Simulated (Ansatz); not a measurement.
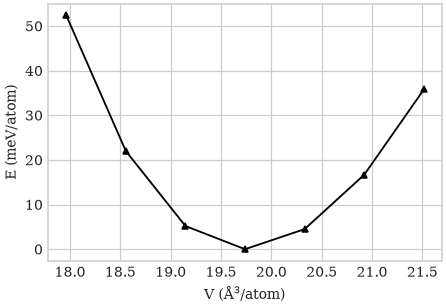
Figure: As in space group Pm-3m (No. 221; As on 1b) under volume change, the program Ansatz at the r²SCAN level (PAW), scaled uniformly.

Task: What does a third-order Birch–Murnaghan fit give for V₀, B₀ and B′?

Result: V₀ = 19.75 Å³/atom, B₀ = 86.1 GPa, B′ = 4.9.

The workflow started from a Materials Project entry (that database holds measured and hypothetical structures alike); the Crystallography Open Database copy checked does not list it. It is not the phase usual at ambient conditions (space group No. 166). Symmetry was held in the r²SCAN relaxation; its stability against distortions is not shown here.

Potentials: the later of the program's two PAW sets.
